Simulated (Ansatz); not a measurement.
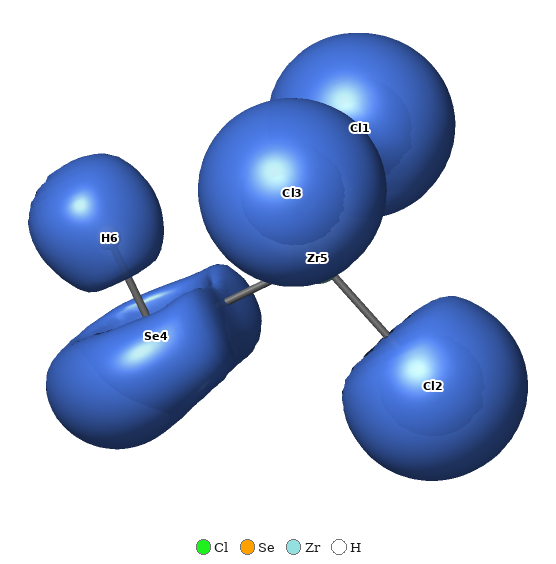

The picture shows: Cl3HSeZr. Isosurface of the ELF at 0.75 (blue), seen at a tilt. Only the valence region is drawn (cores and ρ < 0.01 e/Å³ removed).

Geometry: PBE0-D4/def2-SVP; core potentials replace the inner electrons of Zr.

Level of theory: isolated molecule in a Gaussian basis; Kohn-Sham density functional theory, functional PBE0 in Ansatz 0.2.0.

```csv
atom,x (Å),y (Å),z (Å)
Cl,-1.4453,1.3340,-1.4237
Cl,-0.4399,-2.3973,-1.1996
Cl,2.1954,0.4260,-0.9462
Se,-0.3361,-0.2826,2.0238
Zr,0.0075,-0.2321,-0.4969
H,0.0183,1.1521,2.0425
```

Question: Where are the electrons localised?

Answer: The surface consists of one region around a hydrogen nucleus, three regions wrapped around Cl (the valence shell of each) and one region wrapped around Se (its valence shell).

Values along the shortest contacts:
Zr–Cl (2.32 Å): the ELF peaks at about 0.85 in the valence shell of Cl, 0.8 Å from its nucleus, and is about 0.35 at the midpoint. Zr–Se (2.54 Å): the ELF peaks at about 0.80 in the valence shell of Se, 1.0 Å from its nucleus, and is about 0.55 at the midpoint.
